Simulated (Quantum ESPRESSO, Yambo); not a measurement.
# A GW chain in Yambo: WS2 (Tungstenite), part 3 of 3

Wanted: ground state, empty states, screening and self-energy for WS2 (Tungstenite).

Quantum ESPRESSO 7.5 and Yambo 5.3.0; PBE and many-body steps on it, plane waves. Known limits of the many-body steps: not at the basis limit; no spin-orbit coupling; coarse k mesh.

So far. Step 3 (Bands along the symmetry lines): The gap is 0.981 eV, as in the run before at this level. Step 4 (Empty states on the mesh, 3×3×1 mesh, 111 bands): On this mesh the gap is 1.305 eV. The earlier step found 0.981 eV, so this mesh misses an edge.

## Step 6: Screening and self-energy, 3×3×1 mesh, 111 bands, screening to 95.2 eV

G0W0 replaces the xc potential by the self-energy, built once from these orbitals. Only a window of levels is corrected, while the sums run over the empty bands that the input names.

This step: G0W0 on PBE, plane waves, norm-conserving pseudopotentials.

gw1.in

```
HF_and_locXC
gw0
dyson
ppa
em1d
rim_cut
RandQpts= 1000000
RandGvec= 1 RL
EXXRLvcs= 62 Ry
VXCRLvcs= 248 Ry
Chimod= "HARTREE"
% BndsRnXp
 1 | 111 |
%
NGsBlkXp= 7 Ry
% LongDrXp
 1 | 1 | 1 |
%
% GbndRnge
 1 | 111 |
%
DysSolver= "n"
ExtendOut
PPAPntXp= 27.21138 eV
% QPkrange
 1 | 1 | 25 | 28 |
 3 | 3 | 25 | 28 |
%
```

On the command line:

```bash
OMP_NUM_THREADS=2 mpirun -n 2 yambo -F gw1.in -J gw1 -C gw1 > gw1.log
```

Output:

```text
 Yambo, version 5.3.0

 [02] CORE Variables Setup
 =========================

  [... cell, symmetries and grids as in the set-up ...]

  [02.05] Energies & Occupations
  ==============================

  [X] === General ===
  [X] Electronic Temperature                        :  0.000000  0.000000 [eV K]
  [X] Bosonic    Temperature                        :  0.000000  0.000000 [eV K]
  [X] Finite Temperature mode                       : no
  [X] El. density                                   :  0.49006E+24 [cm-3]
  [X] Fermi Level                                   :  11.76936 [eV]

  [X] === Gaps and Widths ===
  [X] Conduction Band Min                           :  1.305023 [eV]
  [X] Valence Band Max                              :  0.000000 [eV]
  [X] Filled Bands                                  :  26
  [X] Empty Bands                                   :   27  111
  [X] Direct Gap                                    :  1.836910 [eV]
  [X] Direct Gap localized at k                     :  3
  [X] Indirect Gap                                  :  1.305023 [eV]
  [X] Indirect Gap between kpts                     :  1  3
  [X] Last valence band width                       :  1.747710 [eV]
  [X] 1st conduction band width                     :  1.005658 [eV]

 [03] Transferred momenta grid and indexing
 ==========================================

 IBZ Q-points                                      :  3
 BZ  Q-points                                      :   9

 K/Q-points units:
 rlu = crystal or reduced units; cc = cartesian coordinates; iku = interal k-units

 Q [1]          [rlu]:  0.000000  0.000000  0.000000
 Q [2]          [rlu]:  0.30223E-17  0.33333       0.0000
 Q [3]          [rlu]:  0.333333  0.333333  0.000000

 [04] Coloumb potential Random Integration (RIM)
 ===============================================

  [04.01] RIM initialization
  ==========================

  * Diagonal components only detected *

  8 x (sBL volume)        :  0.307922 [a.u.]
  sBZ random points       :  1000000
  Points outside the sBZ  :   7981908
  RL volume               :  0.346412 [a.u.]
  Integrated volume       :  0.347197 [a.u.]

  [04.02] RIM integrals
  =====================

  Gamma point sphere radius             :  0.122489 [a.u.]
  Points outside the sphere             :   799861
  [Int_sBZ(q=0) 1/q^2]*(Vol_sBZ)^(-1/3) =:  7.615381
                                 should be <:  7.795600

  Summary of Coulomb integrals for non-metallic bands |Q|[au] RIM/Bare

  Q [1] 0.100000E-4 0.976882 * Q [2] 0.405861 1.110454
  Q [3] 0.702972 1.037812

 [05] Dipoles
 ============

  [05.01] Setup: observables and procedures
  =========================================

  [WARNING] [x,Vnl] slows the Dipoles computation. To neglect it rename the ns.kb_pp file

 [06] Dynamic Dielectric Matrix (PPA)
 ====================================

 [WR./gw1//ndb.pp]---------------------------------------------------------------
  Brillouin Zone Q/K grids (IBZ/BZ)                :   3   9   3   9
  RL vectors                                       :   7581 [WF]
  Coulomb cutoff potential                         : none
  Electronic Temperature                           :  0.000000 [K]
  Bosonic    Temperature                           :  0.000000 [K]
  PPA    diel. fun.  energies                      : Perdew, Burke & Ernzerhof(X)+Perdew, Burke & Ernzerhof(C)
  wavefunctions                                    : Perdew, Burke & Ernzerhof(X)+Perdew, Burke & Ernzerhof(C)
  Global Gauge                                     : length
  X matrix size                                    :  241
  X band range                                     :    1  111
  X e/h energy range                               : -1.000000 -1.000000 [eV]
  X Time ordering                                  : R
  X Hxc Kernel                                     : HARTREE
  X Drude frequency                                :  0.000000  0.000000
  X poles                                          :  100.0000 [o/o]
  RL vectors in the sum                            :   7581
  [r,Vnl] included                                 : yes
  Field direction                                  :  0.577350E-5  0.577350E-5  0.577350E-5
  BZ energy Double Grid                            : no
  BZ energy DbGd points                            : 0
  BZ Q point size factor                           : -1.000000
  X Optical Averaged directions                    : none

 [07] Local Exchange-Correlation + Non-Local Fock
 ================================================

 [VXC] Plane waves :   47139
 [EXS] Plane waves :   5909

 QP @ state[ 1 ] K range:  1  1
 QP @ state[ 1 ] b range:  25  28
 QP @ state[ 2 ] K range:  3  3
 QP @ state[ 2 ] b range:  25  28

 [xc] Functional : Perdew, Burke & Ernzerhof(X)+Perdew, Burke & Ernzerhof(C)
 [xc] LIBXC used to calculate xc functional
  PP Number of Atomic Species                      :  2
  NLCC RL compoments                               :   47139
  PP Number of Atomic Species                      :  2
  NLCC RL compoments                               :   47139

 [xc] E_xc :  -24.49170 [Ha]
      E_xc :  -48.98340 [Ry]

  Local XC kind (lXC) : Perdew, Burke & Ernzerhof(X)+Perdew, Burke & Ernzerhof(C)
  Non-Local XC kind (nlXC) : Hartree-Fock

  Corrections @ K [1] :  [eV]
 <25|nlXC|25> = -15.27793  0.18996E-17 <25|lXC|25> = -14.43735  0.37763E-15
 <26|nlXC|26> = -16.01862  0.35324E-17 <26|lXC|26> = -15.56264  0.18882E-15
 <27|nlXC|27> = -10.40231  0.31457E-17 <27|lXC|27> = -15.23148 -0.75527E-15
 <28|nlXC|28> = -10.40301 -0.26102E-17 <28|lXC|28> = -15.23147  0.000000

  Corrections @ K [3] :  [eV]
 <25|nlXC|25> = -15.89993  0.11215E-16 <25|lXC|25> = -15.01651  0.70806E-16
 <26|nlXC|26> = -16.25361 -0.44909E-17 <26|lXC|26> = -15.44585  0.35403E-16
 <27|nlXC|27> = -11.32571 -0.79374E-17 <27|lXC|27> = -16.35236  0.56645E-15
 <28|nlXC|28> = -11.32563 -0.71889E-18 <28|lXC|28> = -16.35234 -0.37763E-15

  [07.01] Hartree-Fock occupations report
  =======================================

  [Hartree-Fock] === General ===
  [Hartree-Fock] Electronic Temperature             :  0.000000  0.000000 [eV K]
  [Hartree-Fock] Bosonic    Temperature             :  0.000000  0.000000 [eV K]
  [Hartree-Fock] Finite Temperature mode            : no
  [Hartree-Fock] El. density                        :  0.49006E+24 [cm-3]
  [Hartree-Fock] Fermi Level                        :  11.76936 [eV]

  [Hartree-Fock] === Gaps and Widths ===
  [Hartree-Fock] Conduction Band Min                :  1.665976 [eV]
  [Hartree-Fock] Valence Band Max                   : -0.455984 [eV]
  [Hartree-Fock] Filled Bands                       :  26
  [Hartree-Fock] Empty Bands                        :   27  111
  [Hartree-Fock] Direct Gap                         :  3.413685 [eV]
  [Hartree-Fock] Direct Gap localized at k          :  2
  [Hartree-Fock] Indirect Gap                       :  2.121960 [eV]
  [Hartree-Fock] Indirect Gap between kpts          :  1  2
  [Hartree-Fock] Last valence band width            :  1.291726 [eV]
  [Hartree-Fock] 1st conduction band width          :  5.473880 [eV]

 [08] Dyson equation: Newton solver
 ==================================

  [08.01] G0W0 (W PPA)
  ====================

  [  GW  ] Bands range     :    1  111
  [GW/PPA] G damping       :  0.100000 [eV]

  QP @ state[ 1 ] K range:  1  1
  QP @ state[ 1 ] b range:  25  28
  QP @ state[ 2 ] K range:  3  3
  QP @ state[ 2 ] b range:  25  28

   Sc/G bands                                       :    1  111
   Sc/G damping                                     :  0.100000 ev
   Sc bands terminator                              : no
   Sx RL components                                 :   5909

   QP @ state[ 1 ] K range                          :  1  1
   QP @ state[ 1 ] b range                          :  25  28
   QP @ state[ 2 ] K range                          :  3  3
   QP @ state[ 2 ] b range                          :  25  28
   GF energies kind                                 : Perdew, Burke & Ernzerhof(X)+Perdew, Burke & Ernzerhof(C)
   GF WF`s kind                                     : Perdew, Burke & Ernzerhof(X)+Perdew, Burke & Ernzerhof(C)
   Xs energies kind                                 : Perdew, Burke & Ernzerhof(X)+Perdew, Burke & Ernzerhof(C)
   Xs WF`s kind                                     : Perdew, Burke & Ernzerhof(X)+Perdew, Burke & Ernzerhof(C)

 [11] Game Over & Game summary
```

It took 14 s on 2 MPI ranks of Arm Neoverse V2, shared host; peak memory 0.7 GiB; 45 s of CPU time.

Numbers from this step:

| Property | Result |
| --- | --- |
| G0W0 gap on the points computed | 2.015 eV |
| starting gap on the mesh | 1.305 eV |
| k of the valence top | 0, 0, 0 |
| k of the conduction bottom | 0.3333, 0.3333, 0 |
| least direct G0W0 gap on the computed points | 2.583 eV |
| Z at the valence top | 0.7947 |
| Z at the conduction bottom | 0.7967 |

The gap on the mesh goes from 1.31 eV to 2.02 eV, a correction of +0.71 eV. The start differs from the 0.98 eV found before because the two sample other k points.

Limits: finite bands, cutoff and mesh; no spin-orbit coupling; coarse k mesh. v1 is the top filled band, c1 the lowest empty one. The levels before and after the correction (eV, zero at the valence-band top of each column):

```tsv
	conduction bottom	valence top
Kohn-Sham	1.31	0.00
G0W0	2.02	0.00
```

```tsv
	level	energy (eV)
Kohn-Sham	Γ v2	-1.221
Kohn-Sham	Γ v1	0.000
Kohn-Sham	Γ c1-c2	2.311
Kohn-Sham	(0.333 0.333 0) v2	-0.739
Kohn-Sham	(0.333 0.333 0) v1	-0.532
Kohn-Sham	(0.333 0.333 0) c1-c2	1.305
G0W0	Γ v2	-1.362
G0W0	Γ v1	0.000
G0W0	Γ c1-c2	2.866
G0W0	(0.333 0.333 0) v2	-0.826
G0W0	(0.333 0.333 0) v1	-0.567
G0W0	(0.333 0.333 0) c1-c2	2.015
```

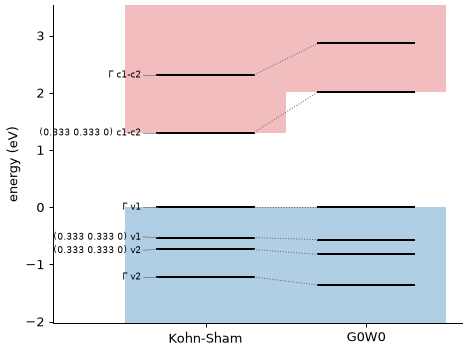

Levels before and after the correction. Shaded: valence and conduction bands.

## Step 7: Where the time went

Times are wall times on the hardware named with each run, good to a factor of about two.

```tsv
step	time	share	memory (GiB)
ground state	16 s	27 %	0.39
bands along the symmetry lines	22 s	37 %	0.33
empty states on the mesh	5.8 s	10 %	0.4
conversion and set-up	1.9 s	3 %	0.24
screening and self-energy	14 s	24 %	0.7
```

## Step 8: Summary of results

```
PBE gap                              : 0.98 eV, indirect
G0W0 gap on the mesh                 : 2.02 eV
G0W0 gap over the zone (rigid shift) : 1.69 eV
GW settings                          : 3×3×1 mesh, 111 bands, screening to 95.2 eV, Godby-Needs plasmon pole
known limits                         : not at the basis limit; no spin-orbit coupling; coarse k mesh
```

What this shows: G0W0 moves the gap on the mesh from 1.31 eV to 2.02 eV (+0.71 eV), with Z of 0.79 and 0.80 at the edges. The mesh misses the band edges by 0.32 eV in all; a rigid shift gives 1.69 eV for the zone. Only 2 of the mesh's irreducible points were corrected, so a valley elsewhere could overtake. Bands and cutoff are finite, so the gap is not at the basis limit. The miss can reach some tenths of an eV and take either sign; the mesh is an error of its own. In the G0W0 run levels were corrected at 2 k points alone, so a gap called «on the mesh» is the least over those, and an edge elsewhere would be missed. A denser mesh or path gives a starting gap of 0.98 eV: the GW mesh misses a band edge, so its gaps are not the fundamental one. The 3×3×1 mesh is coarse for this cell, which bears on the long-range parts of exchange and screening. The many-body steps are scalar-relativistic: spin-orbit coupling is not in them.

[Paths, hosts, dates, memory and timing lines, banners, echoed tables and standing remarks are left out of the program output.]

[Logs are printed without paths, hosts, clocks, repeated set-up lines and the standing remarks that a program may print on its own settings, such as how far it seeks lower states.]

[Runs of the session that timed out or met a known fault of the program may be left out.]

[Hosts, paths, dates, database ids (printed as entryN), source tags and the programs' standing remarks are cut or masked in the printed files.]
